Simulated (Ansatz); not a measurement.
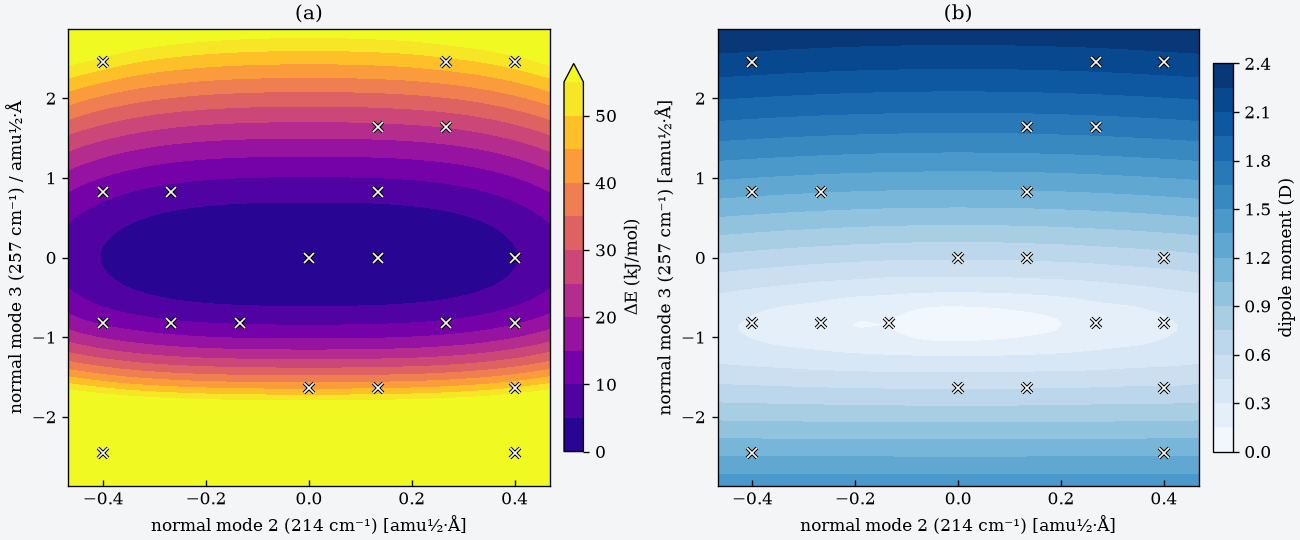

BrGaHS, SMILES [SH][Ga][Br], spin multiplicity 2. 
- Coordinates scanned: (1) normal mode 2 (214 cm⁻¹); (2) normal mode 3 (257 cm⁻¹).
- Nothing is relaxed (straight displacements along the two mass-weighted modes).
- Grid: 15 × 15 points; 123 points were computed and 81 follow by symmetry. At 21 points there is no value.
- All energies are given in kJ/mol relative to the relaxed molecule at the same level.
- Method: UKS PBE-D4/def2-SVP in Ansatz.

Panel (a) is the energy and panel (b) the computed dipole moment on the same grid.

The picture shows filled contours, crosses at grid points without a value, one colour for all values above the top of the scale. Between grid points the surface is interpolated.

How does the dipole moment vary over the map, and what is it at the lowest grid point?

Leaving out the highest fifth of the energies, it runs from 0.05 D at normal mode 2 (214 cm⁻¹) = 0.000 amu½·Å, normal mode 3 (257 cm⁻¹) = −0.82 amu½·Å to 2.39 D at normal mode 2 (214 cm⁻¹) = −0.468 amu½·Å, normal mode 3 (257 cm⁻¹) = 2.87 amu½·Å. At the lowest grid point, normal mode 2 (214 cm⁻¹) = −0.067 amu½·Å, normal mode 3 (257 cm⁻¹) = 0.00 amu½·Å, it is 0.61 D.
